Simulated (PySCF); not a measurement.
C5H6Si, SMILES `[SiH]1=CC=CC=C1`.

Method: B3LYP/6-311+G**; geometry: GFN2-xTB; program: PySCF. No frequency check shows the geometry to be a minimum.

Coordinates in Å:

```
Si1     -1.4186    0.0001    0.0000
C2      -0.3443    1.4472    0.0000
C3       1.0223    1.2375    0.0000
C4       1.6563   -0.0001    0.0000
C5       1.0223   -1.2376    0.0000
C6      -0.3444   -1.4472    0.0000
H7      -2.8733   -0.0001    0.0000
H8      -0.7051    2.4667    0.0000
H9       1.6663    2.1103    0.0000
H10      2.7381   -0.0001    0.0000
H11      1.6662   -2.1104    0.0000
H12     -0.7052   -2.4667    0.0000
```

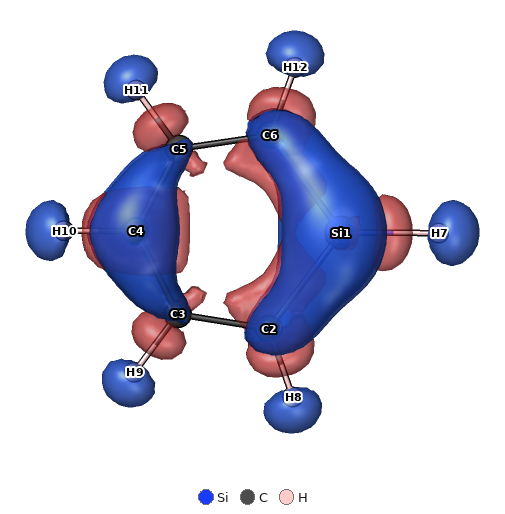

Fukui function f⁻ = ρ(N) − ρ(N−1) at fixed geometry, surfaces at ±0.02 e/Å³ (blue positive, red negative).

Q: Which atoms respond most to the removal of an electron?

A: f⁻ (Hirshfeld-condensed) is largest on Si1 (0.28); the vertical ionisation energy is 7.96 eV (the stability of the cation's solution wasn't checked). Condensed values hint at sites of electrophilic attack but needn't mark the atom that reacts. Orbital relaxation makes it negative in places (0.17 e in all).

| atom | f⁻ | charge |
| --- | --- | --- |
| Si1 | +0.28 | +0.34 |
| C2 | +0.09 | −0.17 |
| C3 | +0.06 | −0.04 |
| C4 | +0.13 | −0.07 |
| C5 | +0.06 | −0.04 |
| C6 | +0.09 | −0.17 |
| H7 | +0.06 | −0.05 |
| H8 | +0.05 | +0.04 |
| H9 | +0.04 | +0.05 |
| H10 | +0.06 | +0.04 |
| H11 | +0.04 | +0.05 |
| H12 | +0.05 | +0.04 |
